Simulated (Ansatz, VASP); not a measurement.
# CaHf in two plane-wave programs

Wanted: the spread between two codes on one cell, functional and k mesh. The cell is invented: As first built, before any earlier steps moved the atoms (in the runner's words): it takes the ZrHg structure with all of its atoms replaced by other elements, volume scaled by an estimate. It may not be a known or stable phase. Of the first pair: The cell is taken from a series of VASP runs on this material, whose earlier steps may have relaxed, scaled or displaced it; both programs get it as it stands. Valence electrons are named where the data sets of a main pair hold unlike numbers.

Calculated with Ansatz 0.2.0; plane waves, with VASP 6.6.1 beside it; band structure at RPBE and single point at RPBE.

### 1. Starting point

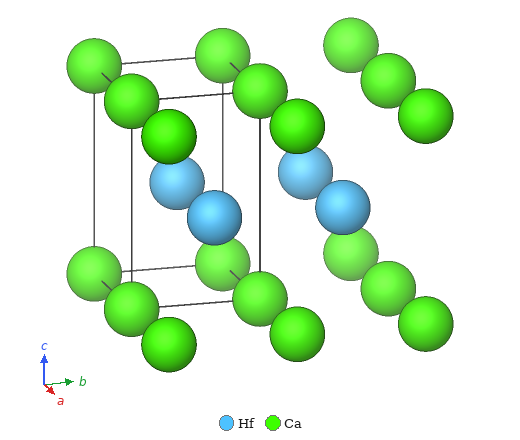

The starting structure, seen slightly off an axis (hafnium blue, calcium green). 2×2×1 cells are drawn. Some periodic images of atoms are drawn too.

### 2. Ansatz: band structure, RPBE

Ansatz runs on its default PAW (the set named soft_2) files.

A single point gives forces, pressure and levels at one fixed geometry, so differences don't come from the geometry; what else differs is listed under the comparison.

input.yaml

```yaml
crystal:
  lattice:
    - [3.2929099165, 0.0, 0.0]
    - [0.0, 3.2929099165, 0.0]
    - [0.0, 0.0, 5.3264748179]
  atoms:
    - { symbol: Hf, position: [0.5, 0.5, 0.5] }
    - { symbol: Ca, position: [0.0, 0.0, 0.0] }
hamiltonian:
  xc: rpbe
  pseudopotentials: { kind: paw }
kpoints:
  mp_grid: { grid: [8, 8, 5] }
  band_path:
    path:
      - [0.0, 0.0, 0.0]
      - [0.0, 0.13333, 0.0]
      - [0.0, 0.3, 0.0]
      - [0.0, 0.46667, 0.0]
      - [0.1, 0.5, 0.0]
      - [0.26667, 0.5, 0.0]
      - [0.43333, 0.5, 0.0]
      - [0.43333, 0.43333, 0.0]
      - [0.26667, 0.26667, 0.0]
      - [0.1, 0.1, 0.0]
      - [0.0, 0.0, 0.03333]
      - [0.0, 0.0, 0.2]
      - [0.0, 0.0, 0.36667]
      - [0.0, 0.0, 0.5]
      - [0.0, 0.16667, 0.5]
      - [0.0, 0.3, 0.5]
      - [0.0, 0.46667, 0.5]
      - [0.1, 0.5, 0.5]
      - [0.26667, 0.5, 0.5]
      - [0.43333, 0.5, 0.5]
      - [0.43333, 0.43333, 0.5]
      - [0.26667, 0.26667, 0.5]
      - [0.1, 0.1, 0.5]
      - [0.0, 0.5, 0.03333]
      - [0.0, 0.5, 0.2]
      - [0.0, 0.5, 0.36667]
      - [0.5, 0.5, 0.0]
      - [0.5, 0.5, 0.16667]
      - [0.5, 0.5, 0.33333]
      - [0.5, 0.5, 0.5]
    npoints: 1
scf:
  occupations: { method: methfessel_paxton, width: 0.2 }
  n_extra_bands: 7
output:
  forces: true
  stress: true
  eigenvalues: true
```

On the command line:

```bash
$ ansatz run input.yaml --threads 2 --pin off --max-ram 4608MiB --backend cpu --events-out ev --progress --plain --runs-dir out
```

Numbers of over 12 decimals in the logs are rounded to 6 here.

What it wrote:

```text
scf.n_extra_bands = 7 over 18 filled bands (N_el = 36.0): the run solves 25 bands
Engine: ansatz 0.2.0, aarch64-unknown-linux-gnu
Pseudopotentials: kind: paw
Pseudopotential: Hf, paw, valence charge 26, recommended cutoff 420 eV (normal), Hf.paw.azcp
Pseudopotential: Ca, paw, valence charge 10, recommended cutoff 420 eV (normal), Ca.paw.azcp
Functional definition: RPBE
  parameter kappa = 0.804
  parameter beta = 0.066725
  exchange = rpbe_x(kappa = kappa, mu = beta*pi^2/3)
  correlation = pbe_c(beta = beta)
Crystal: 2 atoms, lattice volume = 57.756 Å³
Basis set: ecut = 420 eV, 1137 PW (Γ), exchange–correlation on 48×48×72 points (8 copies of the dense FFT grid, shifted against one another)
Bands: 25, of which v1, the nominal top of the filled ones, is band 18 counted from 1 (17 counted from 0)
Symmetry: 16 space group operations
Space group: P4/mmm (ITA 123), of the structure as read, at distance tolerance 3.9e-5 Å
k-points: 45 of 320
Non-local potential: Hf, projectors of the file, l = 0: 3, l = 1: 2, l = 2: 2, l = 3: 3
Non-local potential: Ca, projectors of the file, l = 0: 3, l = 1: 2, l = 2: 2
PAW form: soft (Blöchl's): semilocal exchange-correlation on the pseudo side does not see the compensation charge
PAW frozen core: Hf, regenerated for the run's functional, and the local potential with it (the file was generated under x = pbe(κ = 0.804, μ = 0.219515), c = pbe(β = 0.066725))
PAW frozen core: Ca, regenerated for the run's functional, and the local potential with it (the file was generated under x = pbe(κ = 0.804, μ = 0.219515), c = pbe(β = 0.066725))
PAW one-centre angular grid: Hf, 590 points (default); XC on 64 Gauss nodes
PAW one-centre angular grid: Ca, 110 points (default); XC on 64 Gauss nodes
Initial density: superposition of atomic densities (neutral atoms: chi_scale 0, normalization atom), corrected by the library's trained network
Initial wavefunctions: pseudopotential atomic-orbital guess
Functional: x = rpbe, c = pbe(β = 0.066725)
SCF iter   1: F=—  HF=-17553.837636 eV  |F-HF|=—  |Δ(HF+E_count)|=         —  Δρ=6.40e-3  dr2=1.04e-1  ethr=1.77e-3  ⟨swp⟩=7.8  Hψ=5635  notcnv=0
preconditioner: auto → Kerker (q_TF=auto, 2.522 Å⁻¹)  [metal: Δε(μ)=0.059 eV  Ē_g=14.824 eV  σ=0.200 eV  W_gap=0.24  n_scr=16 (ndim 8)  ℏωp=24.9 eV  f_vac=0.000  D(μ)=4.03/eV (n_scr^D=38)]
SCF iter   2: F=—  HF=-17553.828275 eV  |F-HF|=—  |Δ(HF+E_count)|=   9.36e-3  S|Δr|=    0.00e0  Δρ=2.48e-3  dr2=1.46e-2  ethr=2.88e-4  ⟨swp⟩=1.0  Hψ=1485  notcnv=0  defer=2
SCF iter   3: F=—  HF=-17553.826318 eV  |F-HF|=—  |Δ(HF+E_count)|=   1.96e-3  S|Δr|=    0.00e0  Δρ=1.14e-3  dr2=2.65e-3  ethr=4.04e-5  ⟨swp⟩=2.0  Hψ=1396  notcnv=0  defer=2
SCF iter   4: F=—  HF=-17553.825687 eV  |F-HF|=—  |Δ(HF+E_count)|=   6.30e-4  S|Δr|=    0.00e0  Δρ=6.49e-4  dr2=5.62e-4  ethr=7.37e-6  ⟨swp⟩=2.0  Hψ=1473  notcnv=0  defer=2
SCF iter   5: F=—  HF=-17553.825620 eV  |F-HF|=—  |Δ(HF+E_count)|=   6.76e-5  S|Δr|=    0.00e0  Δρ=2.56e-4  dr2=7.31e-5  ethr=1.56e-6  ⟨swp⟩=2.1  Hψ=1528  notcnv=0  defer=2
SCF iter   6: F=—  HF=-17553.825601 eV  |F-HF|=—  |Δ(HF+E_count)|=   1.90e-5  S|Δr|=    0.00e0  Δρ=4.42e-5  dr2=1.86e-6  ethr=2.03e-7  ⟨swp⟩=2.0  Hψ=1215  notcnv=0  defer=2
SCF iter   7: F=—  HF=-17553.825602 eV  |F-HF|=—  |Δ(HF+E_count)|=   8.82e-7  S|Δr|=    0.00e0  Δρ=2.02e-5  dr2=5.08e-7  ethr=5.18e-9  ⟨swp⟩=2.8  Hψ=1864  notcnv=0  defer=2
SCF iter   8: F=-17553.825602 eV  HF=-17553.825602 eV  |F-HF|=1.95e-9  |Δ(HF+E_count)|=   1.96e-7  S|Δr|=    0.00e0  Δρ=4.87e-6  dr2=1.52e-8  ethr=2.78e-10  ⟨swp⟩=7.1  Hψ=5461  notcnv=0
SCF 1 converged in 8 iterations: F = -17553.825602 eV  dr2 = 1.52e-8
  greatest PAW one-centre occupation: 0.999 electrons in one spin orbital (limit 2), on the Hf atom at site 0 (counted from 0), in its partial waves of l = 0
NSCF: frozen V_eff on 30 k-points
SCF converged after 8 iterations
Stability not checked: this state was not tested for a lower state beside it, because cold or Methfessel-Paxton smearing, or corrected tetrahedra, fill the levels in a way that the test cannot read (fill_not_monotonic; see scf.lower_state_search)
Free energy (F): -17553.825602 eV
Harris-Foulkes:  -17553.825602 eV  (|F-HF|=1.95e-9)
Internal energy: -17553.822875 eV  (E = F + TS)
E sigma→0 (E₀):  -17553.824920 eV
Entropy (-TS):   -0.002727 eV (-1.363 meV/atom)
Fermi energy:    11.356356 eV
--- Per-component energies (eV) ---
  E_band       = -295.680227
  E_kinetic    = 699.636175
  E_local      = -7411.321641  (includes V_loc(G=0)·N_el)
  E_nonlocal   = -1183.671976
  E_hartree    = 3336.423715
  E_xc         = -436.398345
  E_vxc        = -434.728009  (∫ρ·V_xc dr)
  E_paw        = -7800.779451  (= ΣΔE_a)
  E_vpaw       = 1361.551726  (= ΣTr[D̂ρ^β])
  E_aug_tail   = -0.000008  (compensation charges beyond the density's cutoff)
  E_ewald      = -4757.474126
  E_core_change = -0.237218  (= ΣΔE_core)
  E_smearing   = -0.002727  (= −TS)
  E_closure    = -0.000000  (closes the sum)
  Σ components = -17553.825602   (vs F -17553.825602, Δ=0.00e0)
--- Forces (eV/Å), atoms counted from 1 ---
  atom   1  Hf     0.00000000     0.00000000     0.00000000
  atom   2  Ca     0.00000000     0.00000000     0.00000000
  max |Σ_I F_I| component: 1.01e-28 eV/Å
--- Stress (GPa, compression-positive) ---
        0.039290       0.000000       0.000000
        0.000000       0.039290       0.000000
        0.000000       0.000000       0.049057
  P = ⅓ Tr σ = 0.0425 GPa (0.425 kbar)
--- Band table (eV; the first three rows and the last of 45) ---
  k-point 0: bands = [... 14 lower, -0.9452, 5.8633, 9.5801, 10.6358, 12.1736, 13.5823, 13.7866, 13.7866, ... 3 higher]
  k-point 1: bands = [... 14 lower, -0.9452, 6.1052, 9.3224, 10.6972, 11.9609, 13.4271, 13.9108, 13.9108, ... 3 higher]
  k-point 2: bands = [... 14 lower, -0.9453, 6.6680, 8.6227, 10.8087, 11.9117, 13.1734, 13.9171, 14.1779, ... 3 higher]
  k-point 44: bands = [... 14 lower, -0.9500, 9.9982, 11.0606, 11.2685, 11.2685, 12.7447, 12.7447, 13.2170, ... 3 higher]
```

Run time: 2.7 s. Hardware: 2 threads of Arm Neoverse V2, shared host; peak memory 0.35 GiB.

In the SCF lines HF is the Harris–Foulkes energy and dr2 the Hartree energy of the density residual, in eV; the loop may stop once dr2 is under the threshold and the program's other checks hold. Hψ counts applications of the Hamiltonian.

### 3. VASP: band structure, RPBE

The same cell, functional, mesh and smearing now go to VASP, with its own data sets.

Lines of VASP's logs that name or quote its potential files are left out, and so is its time.

INCAR

```
SYSTEM = CaHf
PREC = Accurate
ENCUT = 400
EDIFF = 1E-06
NELM = 100
ISMEAR = 1
SIGMA = 0.2
LREAL = .FALSE.
ALGO = Normal
GGA = RP
LORBIT = 11
LWAVE = .FALSE.
LCHARG = .FALSE.
```

POSCAR

```
CaHf
1.0
    3.2929099165      0.0000000000      0.0000000000
    0.0000000000      3.2929099165      0.0000000000
    0.0000000000      0.0000000000      5.3264748179
Hf Ca
1 1
Direct
    0.5000000000      0.5000000000      0.5000000000
    0.0000000000      0.0000000000      0.0000000000
```

KPOINTS

```
Automatic mesh
0
Gamma
8 8 5
0 0 0
```

KPOINTS_OPT

```
Line mode
16
Line-mode
Reciprocal
  0.00000000   0.00000000   0.00000000 GAMMA
  0.00000000   0.50000000   0.00000000 X

  0.00000000   0.50000000   0.00000000 X
  0.50000000   0.50000000   0.00000000 M

  0.50000000   0.50000000   0.00000000 M
  0.00000000   0.00000000   0.00000000 GAMMA

  0.00000000   0.00000000   0.00000000 GAMMA
  0.00000000   0.00000000   0.50000000 Z

  0.00000000   0.00000000   0.50000000 Z
  0.00000000   0.50000000   0.50000000 R

  0.00000000   0.50000000   0.50000000 R
  0.50000000   0.50000000   0.50000000 A

  0.50000000   0.50000000   0.50000000 A
  0.00000000   0.00000000   0.50000000 Z

  0.00000000   0.50000000   0.00000000 X
  0.00000000   0.50000000   0.50000000 R

  0.50000000   0.50000000   0.00000000 M
  0.50000000   0.50000000   0.50000000 A
```

The projector-augmented-wave data sets are Hf_pv and Ca_sv (PBE family, release 64).

On the command line:

```bash
$ mpirun -np 1 vasp_std
```

What it wrote:

```text
[banner, memory and clock lines left out]
running    1 mpi-ranks, on    1 nodes
 distrk:  each k-point on    1 cores,    1 groups
 distr:  one band on    1 cores,    1 groups

 POSCAR found type information on POSCAR HfCa
 POSCAR found :  2 types and       2 ions
|                                                                             |
|               ----> ADVICE to this user running VASP <----                  |
|                                                                             |
|     You enforced a specific xc type in the INCAR file but a different       |
|     [... a line on the potential file left out ...]
|     I HOPE YOU KNOW WHAT YOU ARE DOING!                                     |
|                                                                             |

 LDA part: xc-table for (Slater+PW92), standard interpolation
 POSCAR, INCAR and KPOINTS ok, starting setup
 FFT: planning ... GRIDC
 FFT: planning ... GRID_SOFT
 FFT: planning ... GRID
 WAVECAR not read
 entering main loop
       N       E                     dE             d eps       ncg     rms          rms(c)
DAV:   1     0.984737441396E+02    0.98474E+02   -0.96091E+03  1260   0.111E+03
DAV:   2    -0.722759450197E+01   -0.10570E+03   -0.10472E+03  1482   0.294E+02
DAV:   3    -0.109434681599E+02   -0.37159E+01   -0.36110E+01  2028   0.427E+01
DAV:   4    -0.110513638926E+02   -0.10790E+00   -0.10783E+00  1818   0.699E+00
DAV:   5    -0.110536427919E+02   -0.22789E-02   -0.22788E-02  1904   0.873E-01    0.287E+01
DAV:   6    -0.102164227153E+02    0.83722E+00   -0.86146E+00  1580   0.101E+01    0.200E+01
DAV:   7    -0.100742658534E+02    0.14216E+00   -0.15017E+00  1598   0.491E+00    0.795E+00
DAV:   8    -0.100585813060E+02    0.15685E-01   -0.13893E-01  1812   0.209E+00    0.116E+00
DAV:   9    -0.100532658059E+02    0.53155E-02   -0.31612E-02  1660   0.758E-01    0.635E-01
DAV:  10    -0.100529813036E+02    0.28450E-03   -0.34691E-03  1680   0.265E-01    0.104E-01
DAV:  11    -0.100529889349E+02   -0.76313E-05   -0.11814E-04  1704   0.754E-02    0.313E-02
DAV:  12    -0.100529956173E+02   -0.66824E-05   -0.98916E-06  1902   0.262E-02    0.109E-02
DAV:  13    -0.100529954584E+02    0.15883E-06   -0.71754E-07  1200   0.370E-03
   1 F= -.10052995E+02 E0= -.10052105E+02  d E =-.267148E-02
 Start KPOINTS_OPT (optional k-point list driver)
k-point batch [1-45\144]
       N       E                     dE             ncg
DAV:   1    -0.104531693661E+05   -0.31696E+05     1268
DAV:   2    -0.151470124018E+05   -0.46938E+04     1488
DAV:   3    -0.153106252068E+05   -0.16361E+03     2106
DAV:   4    -0.153149678650E+05   -0.43427E+01     1782
DAV:   5    -0.153150748025E+05   -0.10694E+00     2022
DAV:   6    -0.153150763365E+05   -0.15340E-02     1802
DAV:   7    -0.153150763702E+05   -0.33770E-04     2010
DAV:   8    -0.153150763709E+05   -0.63117E-06     1294
[...]
k-point batch [136-144\144]
       N       E                     dE             ncg
DAV:   1     0.177824523531E+05   -0.87780E+04      252
DAV:   2     0.169078735768E+05   -0.87458E+03      318
DAV:   3     0.168813971640E+05   -0.26476E+02      386
DAV:   4     0.168806706995E+05   -0.72646E+00      370
DAV:   5     0.168806560213E+05   -0.14678E-01      380
DAV:   6     0.168806558427E+05   -0.17863E-03      378
DAV:   7     0.168806558376E+05   -0.50961E-05      330
DAV:   8     0.168806558375E+05   -0.11033E-06      204
```

From OUTCAR (step 3):

```text
ion  position               nearest neighbor table
   1  0.500  0.500  0.500-
   2  0.000  0.000  0.000-

  LATTYP: Found a simple tetragonal cell.
 ALAT       =     3.2929099165
 C/A-ratio  =     1.6175586193

 Subroutine GETGRP returns: Found 16 space group operations
 (whereof 16 operations were pure point group operations)

The static configuration has the point symmetry D_4h.

 Found     45 irreducible k-points:

   k-points           NKPTS =     45   k-points in BZ     NKDIM =     45   number of bands    NBANDS=     14

   dimension x,y,z NGX =    24 NGY =   24 NGZ =   36
   dimension x,y,z NGXF=    48 NGYF=   48 NGZF=   72

   ENCUT  =  400.0 eV  29.40 Ry    5.42 a.u.   5.37  5.37  8.69*2*pi/ulx,y,z

   NELECT =      20.0000    total number of electrons

 k-points in reciprocal lattice and weights: Automatic mesh
   0.00000000  0.00000000  0.00000000       0.003
   0.12500000  0.00000000  0.00000000       0.013
   0.25000000  0.00000000  0.00000000       0.013
   0.37500000  0.00000000  0.00000000       0.013
   0.50000000  0.00000000  0.00000000       0.006
   0.12500000  0.12500000  0.00000000       0.013
   0.25000000  0.12500000  0.00000000       0.025
   0.37500000  0.12500000  0.00000000       0.025
   0.50000000  0.12500000  0.00000000       0.013
[...]
0.50000000  0.37500000  0.40000000       0.025
   0.50000000  0.50000000  0.40000000       0.006

 average (electrostatic) potential at core
       1 -39.6628       2 -46.3071

 E-fermi :   3.3724

 k-point     1 :       0.0000    0.0000    0.0000
  band No.  band energies     occupation
    ...
      6     -18.2859      2.00000
      7     -18.2859      2.00000
      8      -2.1277      2.00000
      9       1.5908      2.00000
     10       2.6529      2.00000
     11       4.1983     -0.00000
     12       5.5970     -0.00000
     13       5.7942     -0.00000
     14       5.7942     -0.00000

 k-point     2 :       0.1250    0.0000    0.0000
  band No.  band energies     occupation
    ...
      6     -18.3464      2.00000
      7     -18.2808      2.00000
      8      -1.8359      2.00000
      9       1.8346      2.00000
     10       2.8105      2.00052
     11       3.9556     -0.00030
     12       5.5190     -0.00000
     13       5.7111     -0.00000
     14       5.8961     -0.00000

 k-point     3 :       0.2500    0.0000    0.0000
  band No.  band energies     occupation
    ...
      6     -18.3372      2.00000
      7     -18.2683      2.00000
      8      -1.0288      2.00000
      9       2.4286      2.00000
     10       3.1246      2.07085
     11       3.4589      0.33804
     12       4.9128     -0.00000
     13       5.7636     -0.00000
     14       6.1744     -0.00000

  Total       -0.0215718     -0.0215718     -0.0050100      0.0000000      0.0000000      0.0000000
  in kB       -0.5984073     -0.5984073     -0.1389802      0.0000000      0.0000000      0.0000000
  external PRESSURE =      -0.4452650 kB  Pullay stress =       0.0000000 kB

  energy-cutoff  :      400.00
  volume of cell :       57.76
      direct lattice vectors                 reciprocal lattice vectors
     3.292909917  0.000000000  0.000000000     0.303682769  0.000000000  0.000000000
     0.000000000  3.292909917  0.000000000     0.000000000  0.303682769  0.000000000
     0.000000000  0.000000000  5.326474818     0.000000000  0.000000000  0.187741430

 POSITION                                       TOTAL-FORCE (eV/Angst)
 -----------------------------------------------------------------------------------
      1.64645      1.64645      2.66324         0.000000      0.000000      0.000000
      0.00000      0.00000      0.00000         0.000000      0.000000      0.000000
 -----------------------------------------------------------------------------------
    total drift:                                0.000000      0.000000     -0.000000

  FREE ENERGIE OF THE ION-ELECTRON SYSTEM (eV)
  ---------------------------------------------------
  free  energy   TOTEN  =       -10.0529954584 eV

  energy  without entropy=      -10.0503239772  energy(sigma->0) =      -10.05210496

 total charge
# of ion       s       p       d       tot
------------------------------------------
    1        0.396   6.203   1.398   7.997
    2        2.087   5.846   0.268   8.200
--------------------------------------------------
tot          2.482  12.049   1.666  16.197

[... 3 further parts left out ...]
```

Harder data sets than Hf_pv exist (the GW ones), and pressures, volumes and forces can shift noticeably with them.

### 4. Side by side

Known differences besides the potentials themselves: the data sets hold 36 valence electrons in Ansatz (on its default PAW (the set named soft_2) files) and 20 in VASP; the cutoff is 420 eV in Ansatz and 400 eV in VASP; Ansatz makes its cores anew for this functional, VASP keeps those of its PBE data sets; VASP leaves aspherical gradient terms in its spheres out (LASPH is not set), Ansatz keeps them. Total energies have different zeros and are not compared.

Both answers:

```tsv
quantity	Ansatz	VASP	difference
pressure (GPa)	0.04	-0.04	+0.09
```

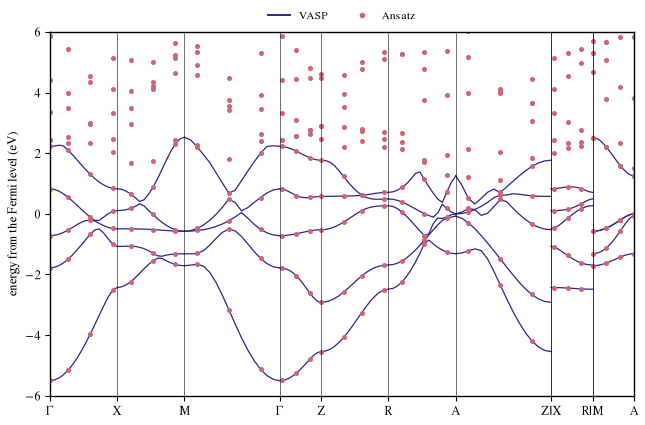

Bands from VASP (lines) and levels from Ansatz (dots). Dots without a line are higher empty bands that the VASP plot leaves out.

Levels from 3 eV below to 2 eV above the Fermi level differ by 4 meV r.m.s. and 10 meV at most; each VASP level is matched to the nearest of Ansatz, which flatters the figure a little.

### 5. Ansatz: single point, RPBE, volume scaled by 0.96

A single point gives forces, pressure and levels at one fixed geometry, so differences don't come from the geometry; what else differs is listed under the comparison. The cell compared in this pair holds 55.45 Å³, against 57.76 Å³ for the pair before.

The cell is a member of a volume series, scaled by 0.96 from a relaxed one, so a pressure remains.

input.yaml, the sections that differ from step 2:

```yaml
crystal:
  lattice:
    - [3.2484056783, 0.0, 0.0]
    - [0.0, 3.2484056783, 0.0]
    - [0.0, 0.0, 5.2544866038]
  atoms:
    - { symbol: Hf, position: [0.5, 0.5, 0.5] }
    - { symbol: Ca, position: [0.0, 0.0, 0.0] }
kpoints:
  mp_grid: { grid: [8, 8, 5] }
scf:
  occupations: { method: methfessel_paxton, width: 0.2 }
  n_extra_bands: 4
# hamiltonian, output: as in step 2
```

On the command line:

```bash
$ ansatz run input.yaml --threads 2 --pin off --max-ram 4608MiB --backend cpu --events-out ev --progress --plain --runs-dir out
```

What it wrote:

```text
[...]
Crystal: 2 atoms, lattice volume = 55.446 Å³
Basis set: ecut = 420 eV, 1113 PW (Γ), exchange–correlation on 48×48×72 points (8 copies of the dense FFT grid, shifted against one another)
Bands: 22, of which v1, the nominal top of the filled ones, is band 18 counted from 1 (17 counted from 0)
Symmetry: 16 space group operations
[...]
k-points: 45 of 320
[...]
--- Band table (eV; the first three rows and the last of 45) ---
  k-point 0: bands = [... 14 lower, -0.2749, 6.3227, 10.0645, 11.1273, 12.8411, 14.1611, 14.4218, 14.4218]
  k-point 1: bands = [... 14 lower, -0.2749, 6.5750, 9.8381, 11.1924, 12.5842, 13.9961, 14.5573, 14.5573]
  k-point 2: bands = [... 14 lower, -0.2750, 7.1590, 9.1715, 11.3112, 12.4852, 13.7260, 14.4992, 14.8539]
  k-point 44: bands = [... 14 lower, -0.2800, 10.4545, 11.5626, 11.8098, 11.8098, 13.3435, 13.3435, 13.8699]
[key lines of the parts left out:]
SCF converged after 8 iterations
Free energy (F): -17553.811870 eV
Fermi energy:    11.912812 eV
P = ⅓ Tr σ = 1.9158 GPa (19.158 kbar)
```

It took 1.7 s on 2 threads; peak memory 0.35 GiB.

The run ends at a pressure of 1.92 GPa.

[end of part 1 of 2]

[Lines on the potential files, build, host, timing and source positions are cut from VASP's logs without a mark.]

[Logs are printed without paths, hosts, clocks, repeated set-up lines and the standing remarks that a program may print on its own settings, such as how far it seeks lower states.]

[Hosts, paths, dates, database ids (printed as entryN), source tags and the programs' standing remarks are cut or masked in the printed files.]
